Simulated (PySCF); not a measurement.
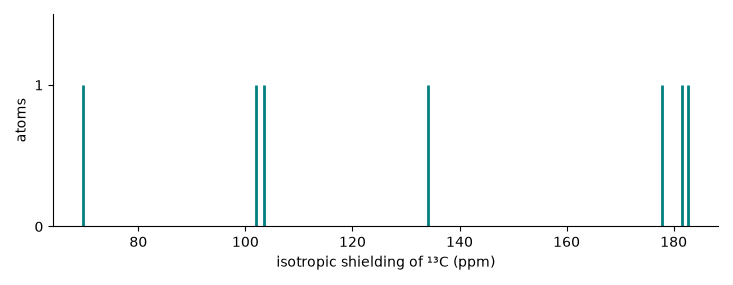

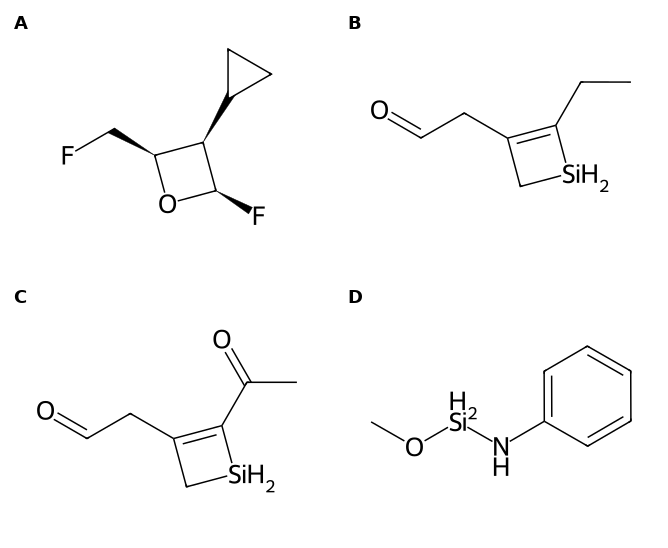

The sticks are computed shieldings of one of the molecules, for one fixed geometry (GFN2-xTB) without averaging over rotations. Low shielding means a high chemical shift. Method: GIAO PBE0/pcSseg-1 NMR shielding, non-relativistic, gas phase (PySCF 2.14.0).

> Which molecule gives this pattern?

A, `FC[C@@H]1O[C@H](F)[C@@H]1C1CC1`. Its 7 C atoms give lines at 69.7, 102.1, 103.4, 134.2, 177.8, 181.6, 182.7 ppm.

The geometry is semi-empirical. Around Si such bond lengths and angles can be off by a tenth of an ångström or more and by several degrees, and values that hang on the shape move with them.
